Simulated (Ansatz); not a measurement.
## Geometry relaxation of CH8AlN (part 2 of 2)

CH8AlN; RKS LDA/6-31G* (Ansatz 0.2.0). It belongs to a series of runs on one base structure; here: end point B relaxed.

Geometry of the input (Å):
```
Al 0.1080  -0.5690  -0.2852
H  -0.2304  0.3182  2.3113
H  1.4983  0.2138  -0.2382
H  -1.1941  -0.1770  -1.1237
N  0.0233  -2.1587  0.6851
H  -0.8510  -2.6915  0.7009
C  0.9711  -2.5819  1.6751
H  1.1601  -3.6745  1.6445
H  1.9419  -2.0789  1.5015
H  0.6625  -2.3258  2.7187
H  -0.2948  -0.3168  1.9659
```

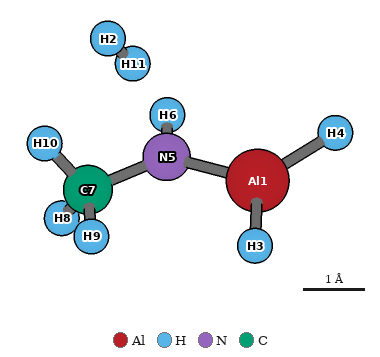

Figure 1. The geometry at step 10 of the log (ball-and-stick view, seen at a tilt; atoms are numbered from 1 in the order of the input).

### Trajectory as extended XYZ, continued
```
11
Properties=species:S:1:pos:R:3:forces:R:3 step=4 energy=-9200.13412 accepted=F
Al    0.1251   -0.6383   -0.3399    0.2231  -0.1575  -0.4392
H    -0.3223    0.3976    2.7532   -0.0285  -0.0979  -0.0932
H     1.5930    0.0247   -0.4426   -0.1868   0.0335   0.1406
H    -1.1108   -0.3448   -1.3303    0.0268   0.0515   0.1893
N     0.0044   -2.0831    0.6904   -0.0455  -0.0859   0.0750
H    -0.8695   -2.6178    0.7208   -0.0377   0.0446   0.0074
C     0.9812   -2.5697    1.6328   -0.0277   0.1825  -0.0173
H     1.2107   -3.6481    1.4975   -0.0199   0.0633  -0.0149
H     1.9238   -2.0053    1.4898    0.0011  -0.0696   0.0552
H     0.6628   -2.4169    2.6891    0.0486  -0.0309  -0.0197
H    -0.4035   -0.1403    2.1954    0.0466   0.0665   0.1167
11
Properties=species:S:1:pos:R:3:forces:R:3 step=5 energy=-9200.16478
Al    0.1454   -0.6722   -0.3798   -0.0017  -0.0115  -0.0205
H    -0.2979    0.3628    2.6530   -0.0116  -0.1002  -0.0453
H     1.5522    0.0917   -0.3474   -0.0128  -0.0130  -0.0048
H    -1.1420   -0.2958   -1.2550    0.0198  -0.0157  -0.0045
N     0.0097   -2.1061    0.6670    0.0104   0.0438  -0.0019
H    -0.8703   -2.6298    0.7014   -0.0074   0.0015   0.0192
C     0.9727   -2.5546    1.6392   -0.0009  -0.0140   0.0118
H     1.1740   -3.6437    1.5704   -0.0007   0.0195  -0.0103
H     1.9345   -2.0327    1.4737   -0.0077   0.0033   0.0089
H     0.6627   -2.3351    2.6866    0.0009  -0.0075  -0.0269
H    -0.3461   -0.2268    2.1469    0.0117   0.0937   0.0742
11
Properties=species:S:1:pos:R:3:forces:R:3 step=6 energy=-9200.17154
Al    0.1555   -0.6865   -0.4201   -0.0018  -0.0016  -0.0078
H    -0.3093    0.3244    2.7410   -0.0028  -0.0498  -0.0084
H     1.5683    0.0667   -0.3962   -0.0121  -0.0134  -0.0093
H    -1.1227   -0.3275   -1.3156    0.0178  -0.0125   0.0004
N    -0.0002   -2.0806    0.6753    0.0128   0.0041   0.0091
H    -0.8846   -2.5964    0.7245   -0.0025   0.0139   0.0033
C     0.9699   -2.5397    1.6367   -0.0190   0.0105  -0.0207
H     1.1782   -3.6259    1.5471    0.0000   0.0165  -0.0018
H     1.9265   -2.0068    1.4770   -0.0028  -0.0002   0.0116
H     0.6587   -2.3399    2.6865    0.0070  -0.0036  -0.0029
H    -0.3454   -0.2300    2.1996    0.0034   0.0360   0.0265
11
Properties=species:S:1:pos:R:3:forces:R:3 step=7 energy=-9200.17739
Al    0.1676   -0.7010   -0.4702   -0.0027  -0.0173   0.0132
H    -0.3086    0.2354    2.8568   -0.0064  -0.1216  -0.1240
H     1.5898    0.0340   -0.4656   -0.0071  -0.0108  -0.0105
H    -1.1001   -0.3647   -1.3880    0.0097  -0.0057   0.0036
N    -0.0117   -2.0464    0.6822    0.0024  -0.0046   0.0130
H    -0.9038   -2.5478    0.7515    0.0166   0.0275  -0.0137
C     0.9624   -2.5111    1.6372   -0.0185   0.0117  -0.0395
H     1.1781   -3.5945    1.5321   -0.0019   0.0102   0.0052
H     1.9149   -1.9692    1.4844    0.0010   0.0001   0.0061
H     0.6495   -2.3273    2.6884    0.0041   0.0061   0.0111
H    -0.3430   -0.2494    2.2470    0.0028   0.1045   0.1355
11
Properties=species:S:1:pos:R:3:forces:R:3 step=8 energy=-9200.18011
Al    0.1883   -0.7193   -0.5380   -0.0139  -0.0564   0.0558
H    -0.3133    0.1071    3.0045   -0.0295  -0.1875  -0.2818
H     1.6274   -0.0164   -0.5710   -0.0190  -0.0198  -0.0048
H    -1.0677   -0.4081   -1.4821    0.0146  -0.0023   0.0233
N    -0.0247   -1.9949    0.6908    0.0025   0.0214  -0.0264
H    -0.9264   -2.4764    0.7831    0.0332   0.0402  -0.0244
C     0.9548   -2.4674    1.6371   -0.0138   0.0038  -0.0438
H     1.1607   -3.5533    1.5307   -0.0077   0.0298   0.0092
H     1.9094   -1.9318    1.4738   -0.0007  -0.0125   0.0143
H     0.6514   -2.2785    2.6901    0.0194  -0.0001   0.0034
H    -0.3650   -0.3030    2.3370    0.0148   0.1833   0.2752
11
Properties=species:S:1:pos:R:3:forces:R:3 step=9 energy=-9200.18150
Al    0.1940   -0.7267   -0.5325    0.0148   0.1758  -0.1541
H    -0.3386    0.0737    3.0105   -0.0218  -0.0907  -0.1855
H     1.6342   -0.0309   -0.5715    0.0083  -0.0104  -0.0159
H    -1.0668   -0.4066   -1.4645   -0.0003   0.0032   0.0036
N    -0.0201   -1.9863    0.6923   -0.0235  -0.1919   0.1825
H    -0.9275   -2.4544    0.7949    0.0302   0.0206  -0.0132
C     0.9619   -2.4650    1.6324   -0.0127  -0.0040  -0.0136
H     1.1489   -3.5547    1.5345   -0.0048   0.0224   0.0066
H     1.9239   -1.9472    1.4553   -0.0072  -0.0077   0.0014
H     0.6742   -2.2620    2.6874    0.0038   0.0055  -0.0036
H    -0.3891   -0.2818    2.3172    0.0131   0.0772   0.1917
11
Properties=species:S:1:pos:R:3:forces:R:3 step=10 energy=-9200.18289
Al    0.2248   -0.7134   -0.5367   -0.1595  -0.0036  -0.0605
H    -0.4227    0.0372    2.9947   -0.0050   0.0354   0.0834
H     1.6632   -0.0371   -0.6803    0.0630  -0.0223   0.0392
H    -1.0745   -0.3818   -1.4110    0.0087   0.0104  -0.0089
N    -0.0038   -1.9637    0.7092    0.1903   0.1058  -0.0703
H    -0.9218   -2.4017    0.8168   -0.0884  -0.0378   0.0229
C     0.9732   -2.4617    1.6406   -0.0179  -0.0373   0.0428
H     1.1152   -3.5572    1.5584    0.0148  -0.0487   0.0130
H     1.9535   -1.9882    1.4459   -0.0009   0.0178  -0.0199
H     0.7073   -2.2316    2.6956    0.0076   0.0037   0.0195
H    -0.4194   -0.3428    2.3227   -0.0128  -0.0235  -0.0612
11
Properties=species:S:1:pos:R:3:forces:R:3 step=11 energy=-9200.18797
Al    0.2287   -0.7224   -0.5679   -0.0436  -0.0409   0.0195
H    -0.4721    0.0093    3.0691   -0.0088  -0.0150  -0.0081
H     1.6967   -0.1014   -0.7168   -0.0070  -0.0169   0.0124
H    -1.0678   -0.3735   -1.4398    0.0149   0.0081   0.0018
N     0.0013   -1.9484    0.7056    0.0659   0.0977  -0.0620
H    -0.9238   -2.3689    0.8375   -0.0187  -0.0122   0.0146
C     0.9843   -2.4506    1.6298    0.0049  -0.0092   0.0324
H     1.1124   -3.5499    1.5577    0.0049  -0.0081   0.0101
H     1.9676   -1.9895    1.4156   -0.0221  -0.0031  -0.0141
H     0.7361   -2.2052    2.6863    0.0070  -0.0058  -0.0089
H    -0.4685   -0.3417    2.3789    0.0026   0.0055   0.0023
11
Properties=species:S:1:pos:R:3:forces:R:3 step=12 energy=-9200.19013
Al    0.2452   -0.7330   -0.6046    0.0604  -0.0104   0.0549
H    -0.5728   -0.0900    3.1271   -0.0046  -0.0514  -0.0985
H     1.7444   -0.1879   -0.7955   -0.0783  -0.0308  -0.0052
H    -1.0566   -0.3439   -1.4516    0.0201  -0.0035   0.0072
N     0.0106   -1.9032    0.7201   -0.1044   0.0253  -0.0284
H    -0.9301   -2.2802    0.8963    0.1237   0.0302  -0.0107
C     1.0029   -2.4243    1.6247    0.0779  -0.0161   0.0453
H     1.0808   -3.5324    1.5792   -0.0007   0.0802   0.0155
H     1.9992   -2.0112    1.3623   -0.1076  -0.0431   0.0124
H     0.8016   -2.1381    2.6837    0.0161  -0.0344  -0.0844
H    -0.5302   -0.3978    2.4143   -0.0027   0.0540   0.0920
11
Properties=species:S:1:pos:R:3:forces:R:3 step=13 energy=-9200.19085
Al    0.2487   -0.7208   -0.5912    0.0535  -0.0670  -0.0102
H    -0.6172   -0.0972    3.1264   -0.0010  -0.0300  -0.0651
H     1.7525   -0.2107   -0.8246   -0.0610  -0.0060   0.0233
H    -1.0530   -0.3346   -1.4387    0.0055   0.0162   0.0224
N     0.0161   -1.8929    0.7315   -0.0756   0.0235  -0.0465
H    -0.9247   -2.2655    0.9125    0.0940   0.0313  -0.0009
C     1.0127   -2.4279    1.6230    0.0531   0.0078   0.0455
H     1.0773   -3.5360    1.5750   -0.0028   0.0581   0.0092
H     2.0096   -2.0265    1.3492   -0.0777  -0.0316   0.0102
H     0.8271   -2.1421    2.6841    0.0085  -0.0237  -0.0568
H    -0.5543   -0.3879    2.4090    0.0034   0.0214   0.0690
11
Properties=species:S:1:pos:R:3:forces:R:3 step=14 energy=-9200.19201
Al    0.2548   -0.7377   -0.5991   -0.0306   0.0002  -0.0134
H    -0.6434   -0.1104    3.1348    0.0034  -0.0084  -0.0117
H     1.7628   -0.2452   -0.8127   -0.0093  -0.0005  -0.0035
H    -1.0413   -0.3172   -1.4393    0.0150   0.0017   0.0048
N     0.0046   -1.8908    0.7336    0.0595   0.0495  -0.0392
H    -0.9311   -2.2587    0.9298   -0.0306  -0.0121   0.0126
C     1.0144   -2.4170    1.6154   -0.0088  -0.0295   0.0232
H     1.0830   -3.5229    1.5724   -0.0030  -0.0164   0.0113
H     2.0034   -2.0164    1.3246    0.0092   0.0121  -0.0009
H     0.8419   -2.1274    2.6752    0.0018  -0.0004   0.0046
H    -0.5540   -0.3985    2.4213   -0.0067   0.0040   0.0122
11
Properties=species:S:1:pos:R:3:forces:R:3 step=15 energy=-9200.19256
Al    0.2601   -0.7369   -0.6059   -0.0079  -0.0035   0.0065
H    -0.6658   -0.1279    3.1416    0.0012  -0.0122  -0.0210
H     1.7673   -0.2498   -0.8444   -0.0191  -0.0123   0.0056
H    -1.0416   -0.3090   -1.4328    0.0060  -0.0032   0.0042
N     0.0140   -1.8813    0.7366    0.0171   0.0339  -0.0412
H    -0.9261   -2.2382    0.9385    0.0105   0.0023   0.0024
C     1.0199   -2.4170    1.6176    0.0145  -0.0129   0.0249
H     1.0711   -3.5250    1.5829   -0.0015   0.0125   0.0065
H     2.0145   -2.0324    1.3205   -0.0233  -0.0054   0.0061
H     0.8557   -2.1172    2.6767    0.0021  -0.0070  -0.0167
H    -0.5743   -0.4073    2.4246    0.0004   0.0080   0.0228
11
Properties=species:S:1:pos:R:3:forces:R:3 step=16 energy=-9200.19280
Al    0.2627   -0.7346   -0.6128    0.0078  -0.0189   0.0087
H    -0.6790   -0.1501    3.1520    0.0023  -0.0098  -0.0172
H     1.7721   -0.2629   -0.8656   -0.0170  -0.0040   0.0061
H    -1.0412   -0.3056   -1.4345    0.0006   0.0005   0.0036
N     0.0188   -1.8725    0.7358   -0.0014   0.0174  -0.0200
H    -0.9234   -2.2226    0.9414    0.0170   0.0069  -0.0017
C     1.0210   -2.4118    1.6192    0.0192  -0.0067   0.0142
H     1.0630   -3.5205    1.5916   -0.0018   0.0192  -0.0012
H     2.0186   -2.0365    1.3194   -0.0249  -0.0091   0.0061
H     0.8597   -2.1048    2.6766    0.0019  -0.0065  -0.0167
H    -0.5775   -0.4202    2.4329   -0.0037   0.0111   0.0182
```

### Summary

```tsv
quantity	value
outcome	converged
total energy	−9200.1928 eV
mean-field energy	−9200.1928 eV
largest force (length of the vector) at the end	0.027 eV/Å
hardware	1 thread of Arm Neoverse V2, 24 GiB of memory available, shared host
wall time	24 s
peak memory	0.12 GiB
```
